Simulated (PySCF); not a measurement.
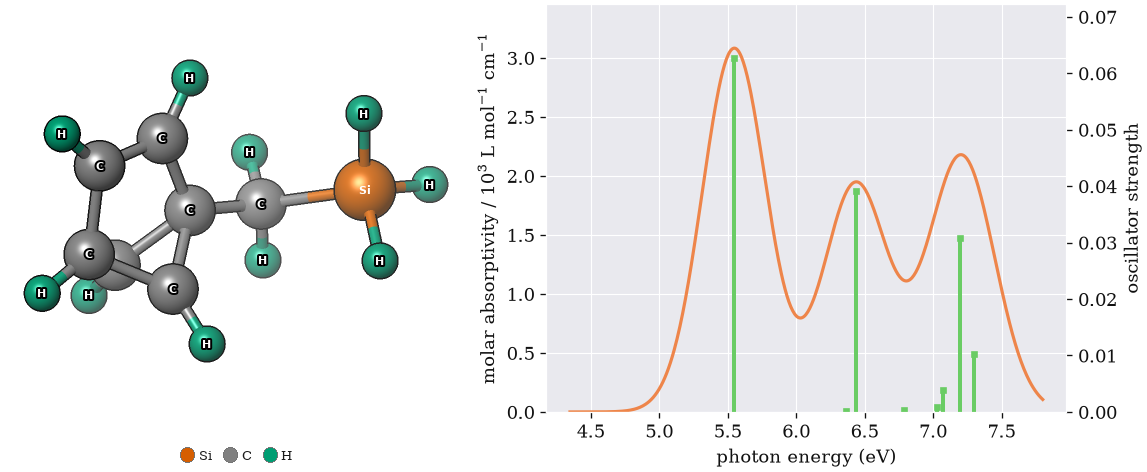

Computed absorption of C₇H₁₀Si, SMILES [SiH3]C[C@@]12C=C[C@H]3[C@@H]1[C@@H]23. Vertical TDDFT excitations, CAM-B3LYP/def2-SVPD in PySCF, at a GFN2-xTB geometry (no frequency check), gas phase. The lowest 8 singlet states are shown; each is broadened by a Gaussian of 1/e half-width 0.33 eV. Sticks give oscillator strengths (right axis).

Does any vertical transition fall in the visible?

Answer. No singlet lies below 3.1 eV (beyond 400 nm), so at this level no vertical transition falls in the visible.

Where is the maximum of the broadened curve, and how high is it?

Answer. At about 5.5 eV (224 nm), with ε near 3100 L mol⁻¹ cm⁻¹.

Which of the computed transitions is the brightest, and what character does the calculation give it?

Answer. S1 at 5.55 eV (223 nm), f = 0.063, mainly HOMO → LUMO (86 %).

Caveats: the tight-binding geometry is rougher than a DFT one and adds to the error; one conformer of a flexible molecule; core orbitals are frozen in the response.
